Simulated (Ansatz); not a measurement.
# AlH₄+ (singlet): inputs that go wrong at distance Al1–H5 = 2.132 Å

4 inputs are run for AlH₄+ (singlet) as typed; the log has to tell whether the result can be used and what must change.

Program: Ansatz 0.2.0, Gaussian basis. Level of theory: the settings change from run to run. These are calculated values, not measurements.

47 further runs of the same task are left out: 33 for a known fault of the program, 9 that didn't finish, 5 set aside as unsound or not needed.

## (1) What is computed

The geometry derives from a PBE0/def2-TZVP stationary point (not a proven minimum). One bond is set to the value named and the two fragments are kept rigid.

5 atoms, charge 1, spin multiplicity 1.

Atoms are counted from 1 here; the program's logs count them from 0.

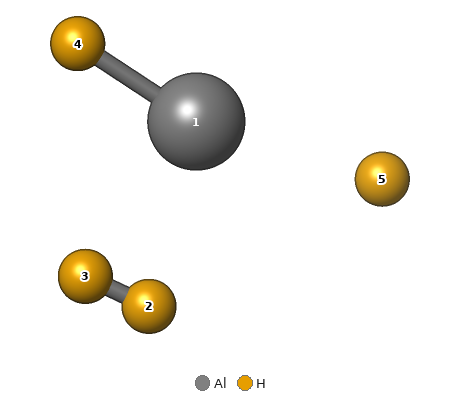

The structure; aluminium grey, hydrogen amber; atoms are numbered from 1 in the order of the file.

As a file:

```xyz
5

Al    0.0000    0.0187   -0.1160
H     0.0000   -0.3661    1.9251
H     0.0000    0.4035    1.9251
H     0.0000    1.5556   -0.3321
H     0.0000   -2.0926   -0.4129
```

## (2) Try 1

in.yaml

```yaml
crystal:
  periodic: [false, false, false]
  atoms:
    - {symbol: Al, position_ang: [0.000000, 0.018665, -0.115994]}
    - {symbol: H, position_ang: [0.000000, -0.366128, 1.925056]}
    - {symbol: H, position_ang: [-0.000001, 0.403458, 1.925056]}
    - {symbol: H, position_ang: [-0.000002, 1.555600, -0.332145]}
    - {symbol: H, position_ang: [0.000003, -2.092559, -0.412913]}
basis:
  gaussian: {orbitals: cc-pVDZ}
total_charge: 1
magnetization: {spin_polarized: false, initial_magnetization: 1}
hamiltonian: {xc: {name: B3LYP}}
correlation: {method: ccsdt, electrons: outside_noble_gas}
```

On the command line:

```
$ ansatz run in.yaml --threads 1 --pin off --events-out ev --progress --plain --max-ram 2393MiB
```

Log:

```text
Error: a molecule whose nuclei and cores have a total charge of 17 cannot have a net charge of 1 together with 1 unpaired electrons
```

Wall time 0.03 s (1 thread of Arm Neoverse V2, shared host).

What is wrong: The run was refused. The number of unpaired electrons doesn't fit the electron count. Cure: make charge and initial_magnetization agree.

## (3) Try 2

in.yaml

```yaml
crystal:
  periodic: [false, false, false]
  atoms:
    - {symbol: Al, position_ang: [0.000000, 0.018665, -0.115994]}
    - {symbol: H, position_ang: [0.000000, -0.366128, 1.925056]}
    - {symbol: H, position_ang: [-0.000001, 0.403458, 1.925056]}
    - {symbol: H, position_ang: [-0.000002, 1.555600, -0.332145]}
    - {symbol: H, position_ang: [0.000003, -2.092559, -0.412913]}
basis:
  gaussian: {orbitals: cc-pVDZ}
total_charge: 1
correlation: {active_space: {window: {electrons: 2, orbitals: 2}}}
magnetization: {spin_polarized: true, initial_magnetization: 0}
```

Launched as before.

Log:

```text
Error: invalid value for `correlation.active_space`: it starts from restricted Hartree–Fock orbitals; set hamiltonian.xc: hf without magnetization.spin_polarized
```

It took 0.03 s on 1 thread of Arm Neoverse V2, shared host.

Diagnosis: The run was refused. An active space is asked on unrestricted orbitals. Cure: drop spin_polarized: true.

## (4) Try 3

in.yaml

```yaml
crystal:
  periodic: [false, false, false]
  atoms:
    - {symbol: Al, position_ang: [0.000000, 0.018665, -0.115994]}
    - {symbol: H, position_ang: [0.000000, -0.366128, 1.925056]}
    - {symbol: H, position_ang: [-0.000001, 0.403458, 1.925056]}
    - {symbol: H, position_ang: [-0.000002, 1.555600, -0.332145]}
    - {symbol: H, position_ang: [0.000003, -2.092559, -0.412913]}
basis:
  gaussian: {orbitals: cc-pVTZ-DK}
total_charge: 1
magnetization: {spin_polarized: false}
correlation: {method: fic_mrcisd_q, electrons: valence}
output: {forces: true}
```

The command is unchanged.

Log:

```text
Error: this correlation method needs an active space: name one as the reference
```

Run time: 0.03 s. Hardware: 1 thread of Arm Neoverse V2, shared host.

What is wrong: The run was refused. This method needs an active space and has none. To mend it, add an active_space block.

## (5) Try 4

in.yaml

```yaml
crystal:
  periodic: [false, false, false]
  atoms:
    - {symbol: Al, position_ang: [0.000000, 0.018665, -0.115994]}
    - {symbol: H, position_ang: [0.000000, -0.366128, 1.925056]}
    - {symbol: H, position_ang: [-0.000001, 0.403458, 1.925056]}
    - {symbol: H, position_ang: [-0.000002, 1.555600, -0.332145]}
    - {symbol: H, position_ang: [0.000003, -2.092559, -0.412913]}
basis:
  gaussian: {orbitals: x2c-TZVPPall, point_charges: [{charge: -1.00, position_ang: [3.620, 0.233, 0.868]}]}
total_charge: 1
correlation: {active_space: {ras: {orbitals: [3, 0, 90], electrons: 7, max_holes: 2, max_particles: 2}, fixed_orbitals: true}}
output: {forces: true}
```

Same command.

Log:

```text
Functional definition: HF
  name "HF"
  cite "Fock, Z. Phys. 61, 126 (1930) doi:10.1007/BF01340294"
  parent pbe
  exchange = exact_x
  correlation = 0
537 factors; integrals over basis functions are off by at most 1.9e-3 eV
mean field evaluation 1: about -6651.4175 eV, gradient 9.4e0 eV
mean field evaluation 2: about -6651.4136 eV, gradient 9.4e0 eV
mean field evaluation 4: about -6651.9836 eV, gradient 4.4e-1 eV
mean field evaluation 8: about -6651.9840 eV, gradient 1.8e-4 eV
mean field -6651.98401599 eV, -244.4559037111 hartree, gradient 2.5e-6 eV, S^2 0.000000; 0 other end points of the search recorded, 0 dependent functions left out
reference -6651.98401599 eV, -244.4559037111 hartree; 8, 8 occupied and 90, 90 virtual orbitals, 537 factors
Error: 7 electrons in 93 orbitals form no window around the highest filled level of the reference
```

It took 0.36 s on 1 thread of Arm Neoverse V2, shared host.

**Diagnosis.** The run stopped with an error. The electron count of the restricted space is wrong. Fix: count the correlated electrons again.

## (6) How the runs ended

| try | level | ended | cause | time |
| --- | --- | --- | --- | --- |
| 1 | CCSDT/cc-pVDZ | refused | the number of unpaired electrons doesn't fit the electron count | 0.03 s |
| 2 | CASSCF(2,2)/cc-pVDZ | refused | an active space is asked on unrestricted orbitals | 0.03 s |
| 3 | 'fic_mrcisd_q'/cc-pVTZ-DK | refused | this method needs an active space and has none | 0.03 s |
| 4 | CISD/x2c-TZVPPall | stopped by an error | the electron count of the restricted space is wrong | 0.36 s |

3 refused, 1 stopped by an error.
